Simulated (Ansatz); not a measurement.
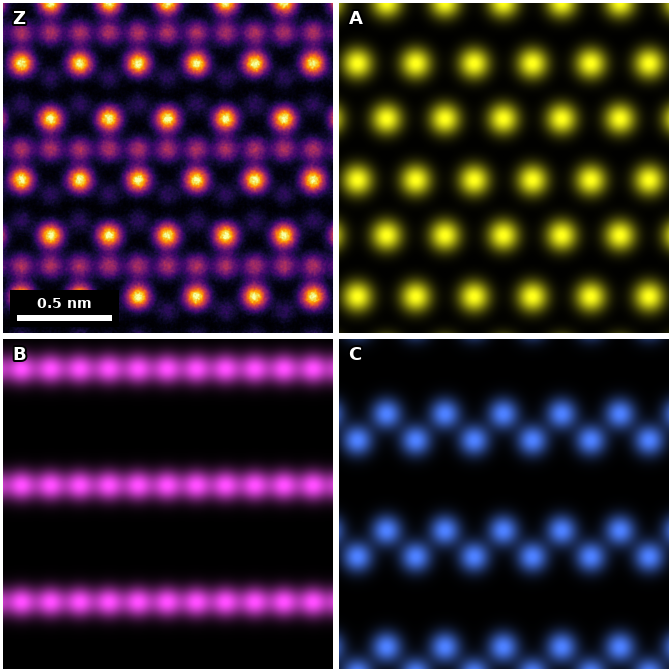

SiBF (P4/nmm, No. 129) along [100]. Panel Z: Simulated incoherent Z contrast: every atom adds Z^1.8 spread by a probe of 1.03 Å full width; channelling and multiple scattering are left out. The probe carries 15 % of its weight in a tail 2.5 times as wide. Shot noise was added. The other panels are simulated element maps (the number of atoms of one element along the beam, blurred by 1.3 Å; each on its own scale, no channelling). Atomic positions: the geometry relaxed with DFT PBE, scalar-relativistic, plane waves, PAW in Ansatz; the starting structure was generated, so it need not be a known form of this composition.

```
Si B F
1.0
     3.08183    0.00000    0.00000
     0.00000    3.08183    0.00000
     0.00000    0.00000    6.15994
Si B F
2 2 2
Direct
  0.50000 0.00000 0.76250
  0.00000 0.50000 0.23750
  0.50000 0.00000 0.11292
  0.00000 0.50000 0.88708
  0.00000 0.00000 0.50000
  0.50000 0.50000 0.50000
```

Which element does each lettered map show?

Answer. A: Si, B: F, C: B. The projected cell (3.08 × 6.16 Å, 90°) holds 6 columns: 2 of Si, 2 of B and 2 of F. No column is shared by two of the mapped elements.
